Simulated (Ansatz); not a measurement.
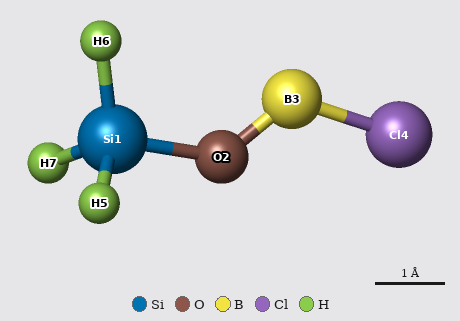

Starting structure of BSiH₃OCl (multiplicity 2). A ball-and-stick model, seen from a free direction.

The start comes from PBE-D4/def2-SVP.

Method: UKS PBE0-D4/def2-TZVP in Ansatz.

The input:
```yaml
crystal:
  periodic: [false, false, false]
  atoms:
    - {symbol: Si, position_ang: [-0.580149, 0.786477, 0.383988]}
    - {symbol: O, position_ang: [0.033158, -0.689131, -0.221032]}
    - {symbol: B, position_ang: [1.259756, -1.044914, -0.620498]}
    - {symbol: Cl, position_ang: [1.638098, -2.653486, -1.234274]}
    - {symbol: H, position_ang: [-1.225080, 0.478630, 1.699736]}
    - {symbol: H, position_ang: [0.532995, 1.778295, 0.546390]}
    - {symbol: H, position_ang: [-1.597579, 1.276229, -0.599909]}
basis:
  gaussian: {orbitals: def2-TZVP}
magnetization: {spin_polarized: true, initial_magnetization: 1}
hamiltonian: {xc: pbe0, dispersion: d4}
relax: {f_tol: 0.005, max_steps: 150}
```

Predict the outcome.

Answer. The atom that moves furthest after the best rigid fit is O2 (0.044 Å). By element the largest moves are O 0.044 Å, Cl 0.040 Å, H 0.040 Å, B 0.024 Å, Si 0.016 Å. Near-neighbour distances that change, for instance: Si1–O2 1.709 → 1.667 Å, Si1–H5 1.497 → 1.480 Å, B3–Cl4 1.763 → 1.747 Å, O2–B3 1.338 → 1.324 Å. Among the angles between lasting bonds that change: Si1–O2–B3 131.6° → 133.9°. The energy falls by 0.038 eV in 7 geometry steps. Largest force component: 0.68 eV/Å at the start, 0.0021 eV/Å at the end. The run took about 80 core-seconds on a shared host.

The structure at the end:

```xyz
7

Si   -0.5730    0.7754    0.3748
O     0.0449   -0.6484   -0.2336
B     1.2562   -1.0421   -0.5967
Cl    1.6050   -2.6368   -1.2191
H    -1.2013    0.4569    1.6761
H     0.5156    1.7666    0.5412
H    -1.5862    1.2605   -0.5884
```
